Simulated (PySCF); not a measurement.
# C5H6Cl2Si: magnetic properties

What do calculations give for the magnetic properties of C5H6Cl2Si (`ClC(Cl)C1=CC=C[SiH2]1`)?

Computed with PySCF 2.14.0 and routines of our own; the level stands in each step. Atoms count from 0.

## 1. The system as given

14 atoms, charge 0, multiplicity 1; geometry from: GFN2-xTB.

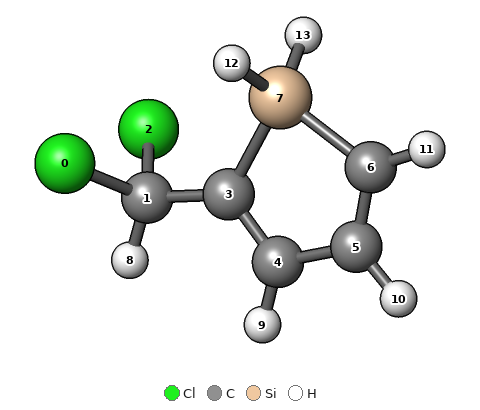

The starting geometry (chlorine green, carbon grey, silicon light orange, hydrogen white).

## 2. Magnetic properties: GIAO KT3/pcSseg-1

The job: settings as JSON, then the geometry in Å.

```
{"job": {"kind": "mag", "xc": "KT3", "basis": "pcSseg-1", "isotopologues": 2}, "charge": 0, "multiplicity": 1}
Cl     2.643502     0.648402    -1.494856
C      2.028481    -0.223053    -0.059641
Cl     2.720810     0.544484     1.399297
C      0.560781    -0.156826    -0.019572
C     -0.231937    -1.238394    -0.044865
C     -1.661284    -0.978933    -0.001130
C     -2.030499     0.306549     0.058387
Si    -0.502327     1.415063     0.069471
H      2.428999    -1.239051    -0.106689
H      0.133828    -2.254752    -0.094459
H     -2.349478    -1.811818    -0.019078
H     -3.064151     0.605012     0.093818
H     -0.365541     2.242945    -1.125265
H     -0.311860     2.139901     1.322418
```

With the program's defaults for keys left out, this is: GIAO KT3/pcSseg-1 magnetisability, rotational g tensor and spin-rotation constants, non-relativistic, gas phase.

The run is started by

```console
$ OMP_NUM_THREADS=1 python excited_run.py task.json out
```

This one command runs all jobs of the session in turn.

What it wrote:

```text
coarse grid: 14024 points
cycle   1  E = -1415.4870372637  dE =  9.251e-01  |g| = 5.732e-01  |ddm| = 3.748e+00
cycle   2  E = -1415.3650764688  dE =  1.220e-01  |g| = 8.808e-01  |ddm| = 1.512e+00
cycle   3  E = -1415.5541990768  dE = -1.891e-01  |g| = 2.253e-01  |ddm| = 1.127e+00
cycle   4  E = -1415.5668158511  dE = -1.262e-02  |g| = 9.632e-02  |ddm| = 3.329e-01
cycle   5  E = -1415.5693855187  dE = -2.570e-03  |g| = 1.938e-02  |ddm| = 1.113e-01
cycle   6  E = -1415.5694712863  dE = -8.577e-05  |g| = 5.487e-03  |ddm| = 2.359e-02
cycle   7  E = -1415.5694782063  dE = -6.920e-06  |g| = 2.489e-03  |ddm| = 9.658e-03
final grid: 123696 points
cycle   8  E = -1415.6007609492  dE = -2.458e-04  |g| = 2.447e-02  |ddm| = 7.866e-02
cycle   9  E = -1415.6006978417  dE =  6.311e-05  |g| = 2.403e-02  |ddm| = 4.197e-02
cycle  10  E = -1415.6007882944  dE = -9.045e-05  |g| = 1.095e-02  |ddm| = 3.613e-02
cycle  11  E = -1415.6008196504  dE = -3.136e-05  |g| = 2.985e-03  |ddm| = 1.395e-02
cycle  12  E = -1415.6008222363  dE = -2.586e-06  |g| = 9.315e-04  |ddm| = 4.067e-03
cycle  13  E = -1415.6008224799  dE = -2.436e-07  |g| = 1.290e-04  |ddm| = 9.458e-04
cycle  14  E = -1415.6008224825  dE = -2.584e-09  |g| = 7.679e-05  |ddm| = 1.842e-04
cycle  15  E = -1415.6008224840  dE = -1.500e-09  |g| = 2.218e-05  |ddm| = 9.390e-05
cycle  16  E = -1415.6008224841  dE = -1.301e-10  |g| = 7.214e-06  |ddm| = 3.389e-05
converged SCF energy = -1415.6008224841

Magnetisability tensor (1e-30 J/T^2)
    -1301.68      -62.69      -12.63
      -62.69    -1220.09       22.00
      -12.63       22.00    -1739.49
isotropic -1420.42   principal values   -1740.65  -1335.67  -1184.93
isotropic susceptibility -85.540 1e-6 cm^3/mol

Inertial axes            a          b          c
rot. const./GHz      1.9459     0.7908     0.7444
chi total           -79.178   -104.818    -72.623
chi diamagnetic    -710.813  -1570.055  -1617.633
chi paramagnetic    631.635   1465.237   1545.010
quadrupole/D A        0.033     -7.668      7.635
g nuclear            0.5414     0.5410     0.5227
g electronic        -0.5774    -0.5444    -0.5403
g total             -0.0360    -0.0034    -0.0176

Spin-rotation constants (kHz, H = +C I.J)
atom  isotope        aa         bb         cc
  0   35Cl        0.719      0.169      0.316
  2   35Cl        0.717      0.166      0.319
  8     1H       -0.124     -0.086      0.046
  9     1H       -0.156     -0.099      0.072
 10     1H        0.056     -0.090     -0.010
 11     1H        0.168     -0.098     -0.054
 12     1H       -0.175     -0.001     -0.030
 13     1H       -0.175      0.003     -0.033
  1    13C*       0.498      0.183      0.196
  3    13C*       0.862      0.139      0.295
  4    13C*       0.768      0.140      0.289
  5    13C*       0.960      0.133      0.253
  6    13C*       0.922      0.098      0.248
  7   29Si*      -0.971     -0.481     -0.415
* in the singly substituted isotopologue

Isotopologues: g along a, b, c
2H    at 8,9,10,11,12,1    -0.0330    -0.0032    -0.0168
37Cl  at 0                 -0.0354    -0.0034    -0.0173
```

Wall time 60 s (1 thread of Intel Xeon Platinum 8488C, shared host); peak memory 0.69 GiB.

Key values:

```csv
quantity,value
magnetisability,-1420·10⁻³⁰ J/T²
molar susceptibility,-85.5·10⁻⁶ cm³/mol
"rotational g (a, b, c)","-0.0360, -0.0034, -0.0176"
```

The fields below are evaluated on a grid from the run's orbitals.

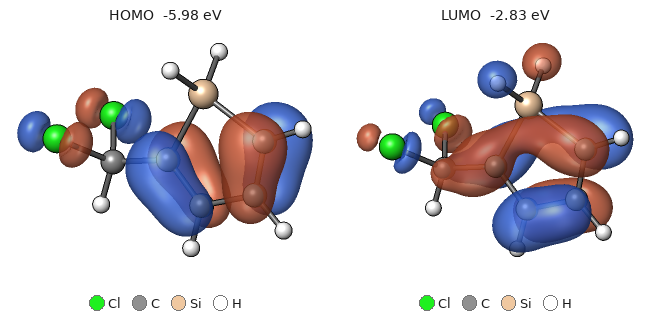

Frontier orbitals at KT3/pcSseg-1; each surface holds 70 % of the orbital's density, blue and red mark the sign.

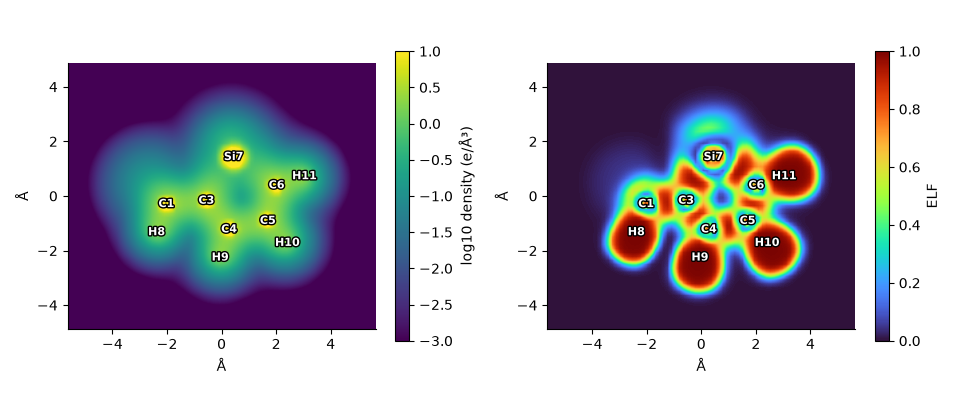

Density (left) and ELF (right) in a plane through or near 10 of the atoms.

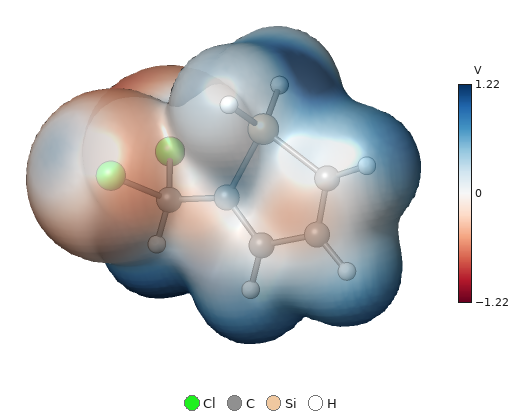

The potential that a unit positive charge feels on the 0.002 e/bohr³ surface, from the 1st to the 99th percentile, from -0.68 V near Cl0 to 1.22 V near H8.

## 3. Magnetic properties: GIAO BLYP/pcseg-1

The job, as its differences from that of step 2:

```diff
@@ -1,2 +1,2 @@
-{"job": {"kind": "mag", "xc": "KT3", "basis": "pcSseg-1", "isotopologues": 2}, "charge": 0, "multiplicity": 1}
+{"job": {"kind": "mag", "xc": "BLYP", "basis": "pcseg-1", "scf": {"guess": "sap"}}, "charge": 0, "multiplicity": 1}
 Cl     2.643502     0.648402    -1.494856
```

With the program's defaults for keys left out, this is: GIAO BLYP/pcseg-1 magnetisability, rotational g tensor and spin-rotation constants, non-relativistic, gas phase.

What it wrote:

```text
final grid: 123696 points
cycle   1  E = -1257.1833938144  dE =  1.304e+02  |g| = 9.576e+00  |ddm| = 2.943e+01
cycle   2  E = -776.5383698626  dE =  4.806e+02  |g| = 2.399e+01  |ddm| = 4.571e+01
cycle   3  E = -1296.9437802811  dE = -5.204e+02  |g| = 1.209e+01  |ddm| = 2.947e+01
cycle   4  E = -1361.3032249132  dE = -6.436e+01  |g| = 7.057e+00  |ddm| = 2.511e+01
cycle   5  E = -1402.8972145463  dE = -4.159e+01  |g| = 1.621e+00  |ddm| = 2.357e+01
cycle   6  E = -1402.5972660184  dE =  2.999e-01  |g| = 2.023e+00  |ddm| = 5.587e+00
cycle   7  E = -1403.6599828535  dE = -1.063e+00  |g| = 6.299e-01  |ddm| = 2.734e+00
cycle   8  E = -1403.7522481023  dE = -9.227e-02  |g| = 4.690e-01  |ddm| = 1.535e+00
cycle   9  E = -1403.7974947861  dE = -4.525e-02  |g| = 2.603e-01  |ddm| = 7.469e-01
cycle  10  E = -1403.8120269746  dE = -1.453e-02  |g| = 1.185e-01  |ddm| = 3.757e-01
cycle  11  E = -1403.8156600266  dE = -3.633e-03  |g| = 3.537e-02  |ddm| = 1.634e-01
cycle  12  E = -1403.8159632898  dE = -3.033e-04  |g| = 8.691e-03  |ddm| = 4.449e-02
cycle  13  E = -1403.8159877936  dE = -2.450e-05  |g| = 1.473e-03  |ddm| = 1.612e-02
cycle  14  E = -1403.8159883513  dE = -5.577e-07  |g| = 4.453e-04  |ddm| = 2.003e-03
cycle  15  E = -1403.8159883748  dE = -2.350e-08  |g| = 3.443e-04  |ddm| = 8.675e-04
cycle  16  E = -1403.8159884094  dE = -3.462e-08  |g| = 3.143e-05  |ddm| = 4.878e-04
cycle  17  E = -1403.8159884097  dE = -2.492e-10  |g| = 1.211e-05  |ddm| = 6.387e-05
converged SCF energy = -1403.8159884097

Magnetisability tensor (1e-30 J/T^2)
    -1307.09      -63.44      -12.88
      -63.44    -1222.42       22.48
      -12.88       22.48    -1754.31
isotropic -1427.94   principal values   -1755.50  -1341.02  -1187.30
isotropic susceptibility -85.993 1e-6 cm^3/mol

Inertial axes            a          b          c
rot. const./GHz      1.9459     0.7908     0.7444
chi total           -79.512   -105.712    -72.754
chi diamagnetic    -713.146  -1572.729  -1620.055
chi paramagnetic    633.634   1467.017   1547.301
quadrupole/D A       -0.210     -7.333      7.543
g nuclear            0.5414     0.5410     0.5227
g electronic        -0.5793    -0.5450    -0.5411
g total             -0.0378    -0.0041    -0.0184

Spin-rotation constants (kHz, H = +C I.J)
atom  isotope        aa         bb         cc
  0   35Cl        0.782      0.187      0.345
  2   35Cl        0.780      0.184      0.348
  8     1H       -0.132     -0.089      0.046
  9     1H       -0.166     -0.102      0.073
 10     1H        0.054     -0.093     -0.011
 11     1H        0.170     -0.101     -0.055
 12     1H       -0.180     -0.001     -0.031
 13     1H       -0.181      0.002     -0.035
  1    13C*       0.499      0.184      0.202
  3    13C*       0.898      0.142      0.305
  4    13C*       0.773      0.136      0.293
  5    13C*       0.969      0.127      0.258
  6    13C*       0.934      0.095      0.257
  7   29Si*      -1.048     -0.522     -0.440
* in the singly substituted isotopologue
```

Run time: 51 s. Hardware: 1 thread of Intel Xeon Platinum 8488C, shared host; peak memory 0.63 GiB.

From this job:

```csv
quantity,value
magnetisability,-1428·10⁻³⁰ J/T²
molar susceptibility,-86.0·10⁻⁶ cm³/mol
"rotational g (a, b, c)","-0.0378, -0.0041, -0.0184"
```

## 4. The levels compared

```csv
level,ξ (10⁻³⁰ J/T²),g(a),g(b),gap (eV),functions,time
GIAO KT3/pcSseg-1,-1420,-0.0360,-0.0034,3.15,187,60 s
GIAO BLYP/pcseg-1,-1428,-0.0378,-0.0041,3.11,154,51 s
```

## 5. Results

```
                                          quantity                      value
       magnetisability (step 2, GIAO KT3/pcSseg-1)           -1420·10⁻³⁰ J/T²
  molar susceptibility (step 2, GIAO KT3/pcSseg-1)         -85.5·10⁻⁶ cm³/mol
rotational g (a, b, c) (step 2, GIAO KT3/pcSseg-1)  -0.0360, -0.0034, -0.0176
             surface potential, 1st and 99th percentile         -0.68 V and 1.22 V
                   magnetisability over the levels  -1428 to -1420·10⁻³⁰ J/T²
```

**Reading.** By nearest atom (KT3/pcSseg-1), the HOMO sits on C3, C6 about 26 % each; C4, C5 about 13 % each and the LUMO on C3, C6 about 20 % each; C4 16 %. The magnetisability spreads by 0.5 % over 2 levels of like cost. Two levels can agree by chance, so this spread shows no convergence. Vibrational averaging and real surroundings are missing from these values.
